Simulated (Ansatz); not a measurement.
Relaxed ZnSe (zinc blende):

```xyz
4
Lattice="0.0000 5.6655 5.6655 2.8327 0.0000 2.8327 2.8327 2.8327 0.0000" Properties=species:S:1:pos:R:3 pbc="T T T"
Se     4.2491     4.2491     4.2491
Se     4.2491     7.0818     7.0818
Zn     0.0000     0.0000     0.0000
Zn     2.8327     5.6655     2.8327
```

The atoms are displaced by Q × the pattern below (from a DFPT mode at L = (0.5, 0.0, 0.0), largest move 1; Q in Å), at fixed cell. It is one choice among 2 degenerate patterns. (q is in reciprocal vectors of the primitive cell; the cell shown is doubled to hold the pattern.)

| atom | x | y | z |
|---|---|---|---|
| Se1 | 0.271 | -0.494 | 0.765 |
| Se2 | -0.271 | 0.494 | -0.765 |
| Zn3 | 0.285 | -0.520 | 0.805 |
| Zn4 | -0.285 | 0.520 | -0.805 |

Computed with r2SCAN (plane waves to 500 eV, PAW, scalar-relativistic; Ansatz, a program for electronic structure). k mesh 5×10×10 (Γ-centred), Fermi-Dirac smearing 0.05 eV. E stands for the smeared free energy. ZnSe was relaxed with its symmetry unable to fall. The zero of ΔE is the undisplaced structure.

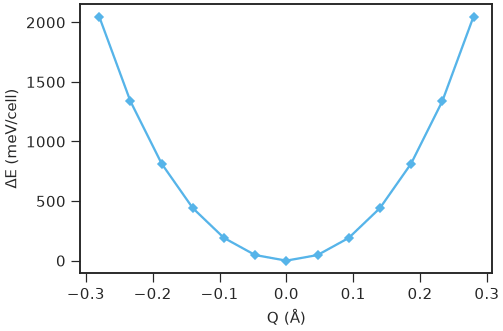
ΔE (meV/cell) against Q (Å); computed points joined by lines.

Task: What is the energy change at Q = 0.280 Å?

Result: About 2000 meV/cell.

Task: What harmonic wavenumber does the curvature at Q = 0 give?

Result: About 210 cm⁻¹.

(For displaced atoms, the force is minus the slope of the energy, and its curvature is a force constant, which sets phonon frequencies.)
